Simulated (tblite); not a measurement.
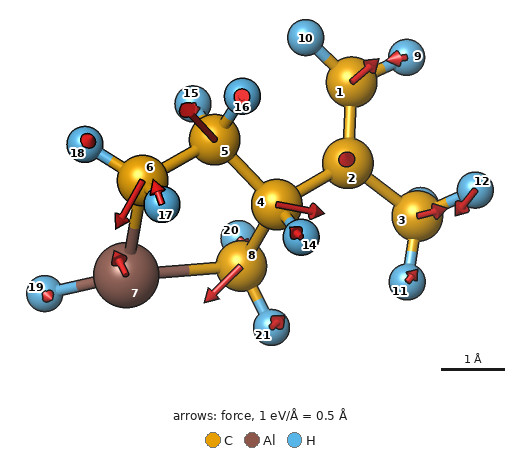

Starting geometry of C₇H₁₃Al with the computed forces as red arrows. A ball-and-stick model, seen at a tilt.

All numbers below come from GFN2-xTB geometry optimisation, gas phase in tblite. 

Q: Is this structure relaxed? If not, where do the atoms go?

A: It isn't relaxed: the largest force vector, on a C atom, is 2.83 eV/Å. The final displacements have little in common with the starting forces (cosine between the two patterns 0.20). Over 169 geometry steps the energy falls by 21.4 kcal/mol. The atom that moves furthest after the best rigid fit is an H atom (1.64 Å). Largest moves by element: H 1.64 Å, C 0.66 Å, Al 0.26 Å. Some distances before and after: C–C 1.480 → 1.542 Å, Al–H 1.592 → 1.541 Å, C–H 1.130 → 1.087 Å, C–C 1.517 → 1.554 Å. Among the angles between lasting bonds that change: Al–C–H 106.1° → 120.0°, Al–C–H 109.2° → 120.2°, H–C–H 115.9° → 105.4°. Groups turn about C–C by about 65°, C–C by about 35°.
